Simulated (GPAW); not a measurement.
## Quasiparticle gap of CdS (Greenockite) in GPAW

Wanted: ground state, empty states, screening and self-energy for CdS (Greenockite).

Main program and level: GPAW 26.7.0; PBE and many-body steps on it, plane waves.

The database entry behind the starting cell differs from later determinations by our own check (about 0.35 % long), so it need not match the best structure at ambient conditions.

**1. The starting structure**

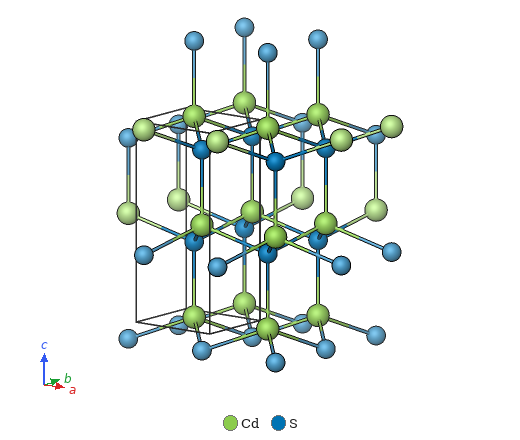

The cell as given, slightly off an axis (cadmium green, sulfur blue). 2×2×1 cells are drawn. Some periodic images of atoms are drawn too.

As a file:

```cif
data_structure
_symmetry_space_group_name_H-M 'P6_3mc'
_symmetry_Int_Tables_number 186
_cell_length_a 4.1500
_cell_length_b 4.1500
_cell_length_c 6.7370
_cell_angle_alpha 90.000
_cell_angle_beta 90.000
_cell_angle_gamma 120.000
_cell_volume 100.48
loop_
_atom_site_label
_atom_site_type_symbol
_atom_site_symmetry_multiplicity
_atom_site_Wyckoff_symbol
_atom_site_fract_x
_atom_site_fract_y
_atom_site_fract_z
_atom_site_occupancy
Cd1 Cd 2 b 0.33333 0.66667 0.00000 1
S1 S 2 b 0.33333 0.66667 0.37500 1
```

The cell and positions come from the Crystallography Open Database and are kept as given unless a step says otherwise.

**2. Ground state**

This step: GPAW 26.7.0; DFT, PBE, plane waves, PAW.

The ground-state density comes first.

Input file run.py:

```python
import json
import numpy as np
from gpaw.mpi import world
from ase import Atoms
from gpaw import GPAW, PW, FermiDirac

atoms = Atoms(['Cd', 'Cd', 'S', 'S'],
    cell=[[4.1500000000, 0.0000000000, 0.0000000000],
      [-2.0750000000, 3.5940054257, 0.0000000000],
      [0.0000000000, 0.0000000000, 6.7370000000]],
    scaled_positions=[[0.3333333333, 0.6666666667, 0.0000000000],
      [0.6666666667, 0.3333333333, 0.5000000000],
      [0.3333333333, 0.6666666667, 0.3750000000],
      [0.6666666667, 0.3333333333, 0.8750000000]],
    pbc=(True, True, True))
calc = GPAW(mode=PW(450),
    xc='PBE',
    kpts={'size': (6, 6, 4), 'gamma': True},
    occupations=FermiDirac(0.001),
    nbands=-8,
    convergence={'density': 1e-6, 'bands': -3},
    maxiter=100,
    txt='gs.txt')
atoms.calc = calc
res = {'energy': atoms.get_potential_energy()}
kpts = calc.get_ibz_k_points()
res['kpts'] = kpts
res['eigenvalues'] = [calc.get_eigenvalues(kpt=k) for k in range(len(kpts))]
res['n_electrons'] = calc.get_number_of_electrons()
calc.write('gs.gpw')

if world.rank == 0:
    with open('result.json', 'w') as f:
        json.dump(res, f, default=lambda x: x.tolist())
```

Launch:

```
> mpirun -n 4 gpaw python run.py
```

Numbers of over 12 decimals in the logs are rounded to 6 here.

What it wrote:

```text
__  _  _
 | _ |_)|_||  |
 |__||  | ||/\| - 26.7.0

Input parameters:
  mode=PW(ecut=450.000000),
  convergence={'density': 1e-06, 'bands': -3},
  kpts=MonkhorstPack(size=(6, 6, 4), gamma=True),
  maxiter=100,
  nbands=-8,
  occupations=Occupations(name='fermi-dirac', width=0.001, fixmagmom=False),
  xc=XC(name='PBE')
  [... matrices ...]
Diagonalizing LCAO Hamiltonian
Converting LCAO to pw mode

            S

            Cd
        S

        Cd

Atoms  # Å, Bohr magnetons
|   | symbol |         x |        y |        z |    initial magnetic moments |
| 0 |     Cd | -0.000000 | 2.396004 | 0.000000 | ( 0.0000,  0.0000,  0.0000) |
| 1 |     Cd |  2.075000 | 1.198002 | 3.368500 | ( 0.0000,  0.0000,  0.0000) |
| 2 |      S | -0.000000 | 2.396004 | 2.526375 | ( 0.0000,  0.0000,  0.0000) |
| 3 |      S |  2.075000 | 1.198002 | 5.894875 | ( 0.0000,  0.0000,  0.0000) |

Unit cell  # Å
| periodic |         x |        y |        z |  lengths |     angles |
|      yes |  4.150000 | 0.000000 | 0.000000 | 4.150000 |  90.000000 |
|      yes | -2.075000 | 3.594005 | 0.000000 | 4.150000 |  90.000000 |
|      yes |  0.000000 | 0.000000 | 6.737000 | 6.737000 | 120.000000 |

Number of symmetries: 6
Symmetry operations  # r_c * U_cc + t_c -> r_c
|   | kind |            matrix            |
| 0 |  σ   |  1, 1, 0,  0,-1, 0,  0, 0, 1 |
| 1 |  E   |  1, 0, 0,  0, 1, 0,  0, 0, 1 |
| 2 |  C3  |  0, 1, 0, -1,-1, 0,  0, 0, 1 |
| 3 |  σ   |  0,-1, 0, -1, 0, 0,  0, 0, 1 |
| 4 |  σ   | -1, 0, 0,  1, 1, 0,  0, 0, 1 |
| 5 |  C3  | -1,-1, 0,  1, 0, 0,  0, 0, 1 |

BZ-sampling:
  Number of BZ points: 144
  Number of IBZ points: 24

  Monkhorst-Pack size: [6, 6, 4]
  Monkhorst-Pack shift: [0.083333, 0.083333, 0.125]

K-points  # in reciprocal-cell coordinates
|     |                                coordinates |     weight |
|   0 | (  0.00000000,   0.00000000,   0.00000000) | 0.00694444 |
|   1 | (  0.00000000,   0.00000000,   0.25000000) | 0.01388889 |
|   2 | (  0.00000000,   0.00000000,   0.50000000) | 0.00694444 |
|   3 | (  0.16666667,   0.00000000,  -0.25000000) | 0.04166667 |
|   4 | (  0.16666667,   0.00000000,   0.00000000) | 0.04166667 |
|   5 | (  0.16666667,   0.00000000,   0.25000000) | 0.04166667 |
|   6 | (  0.16666667,   0.00000000,   0.50000000) | 0.04166667 |
|   7 | (  0.33333333,  -0.16666667,   0.00000000) | 0.04166667 |
|   8 | (  0.33333333,  -0.16666667,   0.25000000) | 0.08333333 |
|   9 | (  0.33333333,  -0.16666667,   0.50000000) | 0.04166667 |
| ... |                                            |            |
|  23 | (  0.50000000,   0.50000000,   0.50000000) | 0.02083333 |

Plane wave coefficients: 2202
Cutoff: 450.000000 eV

Spin-components: 1 (collinear spins)
Bands:           26
Projectors:      22
Spin-degeneracy: 2
Datatype:        complex128

  Storage: CPU
  Wave functions: 21_854_976 bytes (5_463_744 per core)
  Projectors: 20_173_824 bytes (5_043_456 per core)
  [... matrices ...]
Parallelization:
  kpt:    4
  domain: 1
  band:   1

Density:
  Valence electrons: 36.0
  Components: 1
  Grid points: [21 21 35]
  Charge: 0.0  # |e|

Potential:
  Grid points: [21 21 35]

species:
  Cd:
    name:    Cadmium
    Z:       48.0
    valence: 12
    core:    36
    charge:  0.0  # [|e|]
    compensation charges:
      type: gauss
      rc: 0.38  # [Å]
      lmax: 2
    cutoffs:
      filter: 2.12  # [Å]
      core: 2.62  # [Å]
    projectors
    | kind |    occ | energy [eV] | rcut [Å] |
    |   5s |  2.000 |      -5.655 |    1.191 |
    |   5p |  0.000 |      -1.186 |    1.228 |
    |   4d | 10.000 |     -11.739 |    1.164 |
    |    s |        |      21.556 |    1.191 |
    |    p |        |      26.026 |    1.228 |
    |    d |        |      15.473 |    1.164 |

    Using partial waves for Cd as LCAO basis

  S:
    name:    Sulfur
    Z:       16.0
    valence: 6
    core:    10
    charge:  0.0  # [|e|]
    compensation charges:
      type: gauss
      rc: 0.24  # [Å]
      lmax: 2
    cutoffs:
      filter: 1.77  # [Å]
      core: 1.66  # [Å]
    projectors
    | kind |    occ | energy [eV] | rcut [Å] |
    |   3s |  2.000 |     -17.254 |    0.974 |
    |   3p |  4.000 |      -7.008 |    0.979 |
    |    s |        |       9.957 |    0.974 |
    |    p |        |      20.203 |    0.979 |
    |    d |        |       0.000 |    0.900 |

    Using partial waves for S as LCAO basis

Reference energy: -326061.476468  # eV

eigensolver:
  PPCG
  Converge bands: -3
  niter=2

density mixing:
  MSR1-Mixer
  Pratt-step length: 0.05
  Maximum mixing coefficient: 0.75
  Old densities: 10
  SVD Regularization: 0.005
  Good broyden scale: 1.0
  Trust region scale: 1.0
  Backstep threshold: 4.0
  History deletion threshold: 6.0
  Fourier metric: weight=20.0, sigma=0.015

occupation numbers:
  Fermi-Dirac:
    width: 0.0010  # eV

poisson solver:
  ecut: 3600.000000  # eV

xc functional:
  name: PBE with 2 nearest neighbor stencil

Initialization done in: 1.401 s

convergence criteria:
- Maximum integral of absolute [dens]ity change: 1e-06 electrons / valence electron
- Maximum [total energy] change in last 3 cyles: 0.0005 eV / valence electron
- Maximum integral of absolute [eigenst]ate change: 4e-08 eV^2 / valence electron
maximum number of iterations: 100

SCF iterations
|iter     |     time |      energy | eigst |  dens |
|iter:   1|  |  -13.620537 | +0.70 |       |
|iter:   2|  |  -13.396827 | -0.84 | -1.12 |
|iter:   3|  |  -12.606806 | -1.04 | -1.16 |
|iter:   4|  |  -12.599743 | -2.92 | -1.70 |
|iter:   5|  |  -12.598593c| -3.38 | -2.14 |
|iter:   6|  |  -12.598720c| -4.69 | -2.76 |
|iter:   7|  |  -12.598734c| -5.94 | -3.46 |
|iter:   8|  |  -12.598734c| -6.86 | -4.31 |
|iter:   9|  |  -12.598734c| -7.45c| -4.93 |
|iter:  10|  |  -12.598734c| -7.67c| -5.21 |
|iter:  11|  |  -12.598734c| -8.54c| -5.91 |
|iter:  12|  |  -12.598734c| -9.02c| -6.35c|

Converged in 12 steps
SCF loop duration: 5.347 s (0.446 s/step)
Energy contributions relative to reference atoms: (reference = -326061.476468)
  [... matrices ...]
Energy contributions:
  Kinetic:          37.208545
  Coulomb:         -33.662911
  Zero:              0.280870
  External:          0.000000
  Xc:              -16.425238
  Entropy:          -0.000000
  Spinorbit:         0.000000
  ----------------------------
  Free energy:     -12.598734
  Extrapolated:    -12.598734

dipole moment: (-0.000006, -0.000018, -18.973556)  # |e|*Ang

Fermi level: 3.620
Eigenvalues  # (at kpt = [0.000, 0.000, 0.000])
| band index |      eig [eV] | occ [0-2] |
|          0 |        -8.847 |     2.000 |
|        ... |               |           |
|         10 |        -3.653 |     2.000 |
|         11 |        -3.319 |     2.000 |
|         12 |        -0.882 |     2.000 |
|         13 |         2.700 |     2.000 |
|         14 |         2.700 |     2.000 |
|         15 |         3.421 |     2.000 |
|         16 |         3.465 |     2.000 |
|         17 |         3.465 |     2.000 |
|         18 |         4.642 |     0.000 |
|         19 |         6.238 |     0.000 |
|         20 |         9.890 |     0.000 |
|         21 |         9.890 |     0.000 |
|         22 |        10.217 |     0.000 |
|         23 |        10.995 |     0.000 |
|         24 |        10.995 |     0.000 |
|         25 |        11.130 |     0.000 |

Gap: 1.178 eV
Transition (v -> c):
  (s=0, k=0, n=17, [0.00, 0.00, 0.00]) -> (s=0, k=0, n=18, [0.00, 0.00, 0.00])
No difference between direct/indirect transitions
# Writing to gs.gpw (mode='')
  [... matrices ...]
```

It took 8.8 s on 4 MPI ranks of AMD EPYC 7R13 (Zen 3), shared host; peak memory 0.73 GiB; 34 s of CPU time.

This step gave:

* total energy: -12.60 eV
* gap: 1.178 eV
* k of the valence top: 0, 0, 0
* k of the conduction bottom: 0, 0, 0
* least direct gap: 1.178 eV

The gap is direct, at Γ.

**3. Empty states on the mesh, 3×3×4 mesh, 238 bands**

The sums over transitions need many empty states on a uniform mesh; this step solves for them.

Input file run.py:

```python
import json
import numpy as np
from gpaw.mpi import world
from gpaw import GPAW

calc = GPAW('gs.gpw').fixed_density(kpts={'size': (3, 3, 4), 'gamma': True},
    parallel={'domain': 1, 'band': 1},
    txt='nscf.txt')
calc.diagonalize_full_hamiltonian(nbands=238)
calc.write('full.gpw', mode='all')
res = {}
kpts = calc.get_ibz_k_points()
res['kpts'] = kpts
res['eigenvalues'] = [calc.get_eigenvalues(kpt=k) for k in range(len(kpts))]
res['n_electrons'] = calc.get_number_of_electrons()

if world.rank == 0:
    with open('result.json', 'w') as f:
        json.dump(res, f, default=lambda x: x.tolist())
```

Launch:

```
> mpirun -n 4 gpaw python run.py
```

What it wrote:

```text
Diagonalizing LCAO Hamiltonian
Converting LCAO to pw mode
convergence criteria:
- Maximum integral of absolute [eigenst]ate change: 4e-08 eV^2 / valence electron
maximum number of iterations: 100

SCF iterations
|iter     |     time |      energy | eigst |  dens |
|iter:   1|  |             | +0.68 |       |
|iter:   2|  |             | -0.97 |       |
|iter:   3|  |             | -2.11 |       |
[...]
|iter:   9|  |             | -6.88 |       |
|iter:  10|  |             | -7.40 |       |
|iter:  11|  |             | -7.90c|       |
SCF steps: 11
  __  _  _
 | _ |_)|_||  |
 |__||  | ||/\| - 26.7.0

Input parameters:
  mode=PW(ecut=450.000000),
  convergence={'density': 1e-06, 'bands': -3},
  gpts=array([21, 21, 35]),
  kpts=MonkhorstPack(size=(3, 3, 4), gamma=True),
  maxiter=100,
  nbands=26,
  occupations=Occupations(name='fermi-dirac', width=0.001, fixmagmom=False),
  parallel={'domain': 1, 'band': 1},
  xc=XC(name='PBE')
Matrix size: 2189x2189
# Writing to full.gpw (mode='all')
  [... matrices ...]

timing:  # [seconds]
  Total: 21.965  # ━━━━━━━━━━━━━━━━━━━━━━━━━━━━━━━━━━━━━━━━━━━━━━━━━━━━━━━━━━
```

Elapsed: 27 s, on 4 MPI ranks; peak memory 2.3 GiB; 1.8 min of CPU time.

This step gave:

- gap: 1.178 eV
- k of the valence top: 0, 0, 0
- k of the conduction bottom: 0, 0, 0
- least direct gap: 1.178 eV
- k points computed: 10
- lowest point of the top converged band, above the valence top: 87.8098 eV

On this mesh the gap is 1.178 eV.

**4. Screening and self-energy, 3×3×4 mesh, 228 bands, screening to 100 eV**

Now the one-shot GW correction: screening in the RPA, then the self-energy of the levels asked for.

This step: G0W0 on PBE, plane waves, PAW.

Input file run.py:

```python
import json
import numpy as np
from gpaw.mpi import world
from gpaw.response.g0w0 import G0W0

gw = G0W0('full.gpw',
    filename='gw',
    kpts=[0],
    bands=(16, 20),
    ecut=100,
    nbands=228,
    integrate_gamma='WS',
    ppa=True)
gw.calculate()
res = {mode: {k: v for k, v in r.items() if k != 'sigma_eskwn'}
       for mode, r in gw.all_results.items()}

if world.rank == 0:
    with open('result.json', 'w') as f:
        json.dump(res, f, default=lambda x: x.tolist())
```

Launch:

```
> mpirun -n 4 gpaw python run.py
```

What it wrote:

```text
Using integrator: PointIntegrator
FrequencyGridDescriptor(from 0.000+0.000j to 0.000+27.211j eV, 2 points)
Nonperiodic BCs:  [False False False]
Using integrator: PointIntegrator
FrequencyGridDescriptor(from 0.000+0.000j to 0.000+27.211j eV, 2 points)
Nonperiodic BCs:  [False False False]
  ___  _ _ _
 |   || | | |
 | | || | | |
 |__ ||_____|
 |___|

BZ k-points: Symmetries present (total): 6

  [... matrices ...]
36 k-points: 3 x 3 x 4 Monkhorst-Pack grid + [0.000000,0.000000,1/8]
10 k-points in the irreducible part of the Brillouin zone
       k-points in crystal coordinates                weights
   0:     0.00000000    0.00000000    0.00000000          1/36
   1:     0.00000000    0.00000000    0.25000000          2/36
   2:     0.00000000    0.00000000    0.50000000          1/36
   3:     0.33333333    0.00000000   -0.25000000          6/36
   4:     0.33333333    0.00000000    0.00000000          6/36
   5:     0.33333333    0.00000000    0.25000000          6/36
   6:     0.33333333    0.00000000    0.50000000          6/36
   7:     0.33333333    0.33333333    0.00000000          2/36
   8:     0.33333333    0.33333333    0.25000000          4/36
   9:     0.33333333    0.33333333    0.50000000          2/36

Distributing spins, k-points and bands (1 x 1 x 4) over 4 processes
Number of blocks: 1

Quasi particle states:
k-points (IBZ indices): [0]
Band range: (16, 20)
  [... matrices ...]
Computational parameters:
Plane wave cut-off: 100 eV
Number of bands: 228
Coulomb cutoff: None
Broadening: 0.1 eV

fxc modes: GW
Kernel: RPA
Using Godby-Needs plasmon-pole approximation:
  Fitting energy: i*E0, E0 = 1.000 Hartree
Summing all q:

Calculating screened Coulomb potential
No Coulomb truncation
FrequencyGridDescriptor(from 0.000+0.000j to 0.000+27.211j eV, 2 points)
Removing empty qpoint cache files...

Calculating chi0 body with:
    Ground state adapter containing:
    Number of spins: 1
    Number of kpoints: 36
    Number of irreducible kpoints: 10
    Number of completely occupied states: 18
    Number of partially occupied states: 18
    Occupied states memory: 4.239349 M / cpu

    Linear response parametrization:
    q_c: [0.0, 0.0, 0.0]
    Number of frequency points: 2
    Planewave cutoff: 100.0
    Number of bands: 228
    Number of planewaves: 245
    Broadening (eta): 1e-06
    comm.size: 4
    kncomm.size: 4
    blockcomm.size: 1

    Memory estimate of potentially large arrays:
        chi0_wGG: 1.831818 M / cpu
Integrating chi0 body.

Symmetries of q_c:
    Direct symmetries (Uq -> q): 6
    Indirect symmetries (TUq -> q): 6
In total 12 allowed symmetries.

  [... matrices ...]
10 groups of equivalent kpoints. 72.222222% reduction.

Integral kind: response function
Integrating chi0 head and wings.

Symmetries of q_c:
    Direct symmetries (Uq -> q): 6
    Indirect symmetries (TUq -> q): 6
In total 12 allowed symmetries.

  [... matrices ...]
10 groups of equivalent kpoints. 72.222222% reduction.

Integral kind: response function wings

Calculating chi0 body with:
    Ground state adapter containing:
    Number of spins: 1
    Number of kpoints: 36
    Number of irreducible kpoints: 10
    Number of completely occupied states: 18
    Number of partially occupied states: 18
    Occupied states memory: 4.239349 M / cpu

[... the further q-points ...]

Results:
f:      Occupation numbers
eps:     KS-eigenvalues [eV]
vxc:     KS vxc [eV]
exx:     Exact exchange [eV]
sigma:   Self-energies [eV]
dsigma:  Self-energy derivatives
Z:       Renormalization factors
qp:      QP-energies [eV]

k-point 0 (0): (0.000, 0.000, 0.000)                GW
band       f     eps     vxc     exx   sigma  dsigma       Z      qp
                                                                   GW
  16   1.000   3.465 -18.082 -21.074   2.229  -0.274   0.785   2.866
  17   1.000   3.465 -18.082 -21.074   2.229  -0.274   0.785   2.866
  18   0.000   4.642 -12.428  -8.561  -3.514  -0.229   0.814   4.929
  19   0.000   6.238 -12.420  -7.969  -3.912  -0.232   0.812   6.676
```

Elapsed: 80 s, on 4 MPI ranks; peak memory 1.4 GiB; 5.3 min of CPU time.

Numbers from this step:

- G0W0 gap on the points computed: 2.063 eV
- least direct G0W0 gap on the computed points: 2.063 eV
- Z at the valence top: 0.7847
- Z at the conduction bottom: 0.8137
- starting gap on the mesh: 1.178 eV
- k of the valence top: 0, 0, 0
- k of the conduction bottom: 0, 0, 0

The gap on the mesh goes from 1.18 eV to 2.06 eV, a correction of +0.89 eV.

Limits: finite bands, cutoff and mesh; no spin-orbit coupling; coarse k mesh. v1 is the top filled band, c1 the lowest empty one. Levels before and after the correction, in eV, zero at the valence-band top of each column:

|  | conduction bottom | valence top |
| --- | --- | --- |
| Kohn-Sham | 1.18 | 0.00 |
| G0W0 | 2.06 | 0.00 |

|  | level | energy (eV) |
| --- | --- | --- |
| Kohn-Sham | Γ v2-v1 | 0.000 |
| Kohn-Sham | Γ c1 | 1.178 |
| Kohn-Sham | Γ c2 | 2.773 |
| G0W0 | Γ v2-v1 | 0.000 |
| G0W0 | Γ c1 | 2.063 |
| G0W0 | Γ c2 | 3.810 |

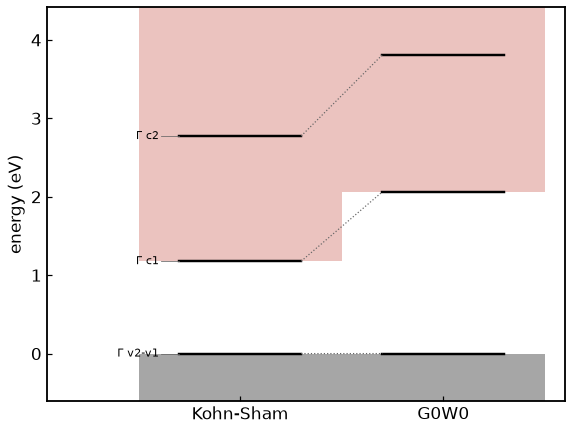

Levels before and after the correction. Shaded: valence and conduction bands.

**5. Where the time went**

Times are wall times on 4 MPI ranks of AMD EPYC 7R13 (Zen 3), shared host, good to a factor of about two.

| step | time | share | memory (GiB) |
| --- | --- | --- | --- |
| ground state | 8.8 s | 8 % | 0.73 |
| empty states on the mesh | 27 s | 24 % | 2.3 |
| screening and self-energy | 80 s | 69 % | 1.4 |

**6. Results**

* PBE gap: 1.18 eV, direct
* G0W0 gap on the mesh: 2.06 eV
* GW settings: 3×3×4 mesh, 228 bands, screening to 100 eV, Godby-Needs plasmon pole
* known limits: not at the basis limit; no spin-orbit coupling; coarse k mesh

G0W0 moves the gap on the mesh from 1.18 eV to 2.06 eV (+0.89 eV), with Z of 0.78 and 0.81 at the edges. Only 1 of the mesh's irreducible points was corrected, so a valley elsewhere could overtake. The dearest step here is «screening and self-energy». Bands and cutoff are finite, so the gap is not at the basis limit. The miss can reach some tenths of an eV and take either sign; the mesh is an error of its own. These stock PAW sets were not made for GW. In the G0W0 run levels were corrected at 1 k point alone, so a gap called «on the mesh» is the least over those, and an edge elsewhere would be missed. The 3×3×4 mesh is coarse for this cell, which bears on the long-range parts of exchange and screening. The many-body steps are scalar-relativistic: spin-orbit coupling is not in them.

[Paths, hosts, dates, memory and timing lines, banners, echoed tables and standing remarks are left out of the program output.]

[Logs are printed without paths, hosts, clocks, repeated set-up lines and the standing remarks that a program may print on its own settings, such as how far it seeks lower states.]

[Runs of the session that timed out or met a known fault of the program may be left out.]

[Hosts, paths, dates, database ids (printed as entryN), source tags and the programs' standing remarks are cut or masked in the printed files.]
